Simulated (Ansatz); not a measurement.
# What As → Ge does to Li3As

The parent structure is Li₃As (space group P6_3/mmc, No. 194; a = 4.3288 Å, c = 7.7279 Å).

It is then changed as follows: Ge takes the place of As on all its sites; the structure is relaxed again.

Method: PBEsol (Ansatz, a program for electronic structure; PAW; 420 eV plane waves; without spin-orbit coupling). Settings: 12×12×6 k-points, 0.05 eV Fermi–Dirac smearing, for the changed cell.

```yaml
volume_per_atom: 16.67 Å³ (base 15.68 Å³)
density: 2.33 g/cm³ (base 2.54 g/cm³)
lattice_parameter_a: 4.393 Å (base 4.329 Å)
c/a ratio: 1.816 (base 1.785)
shortest_interatomic_distance: 2.536 Å (base 2.499 Å)
band_gap: zero (base 0.55 eV)
```

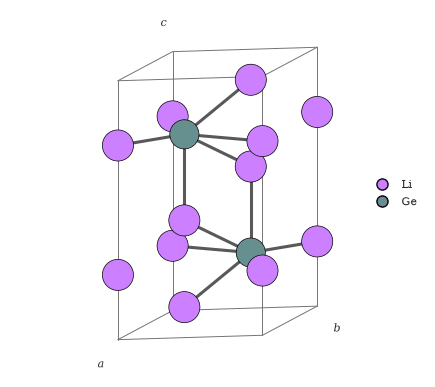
Figure: The relaxed conventional cell after the change

Cost of the whole job for the changed cell (relaxation, final SCF and bands): very roughly 90 core-seconds.

Whether these cells are dynamically stable was not tested. As relaxed here, Li3Ge is a hypothetical phase, not in the database extracts checked. The final runs are not spin-polarised.
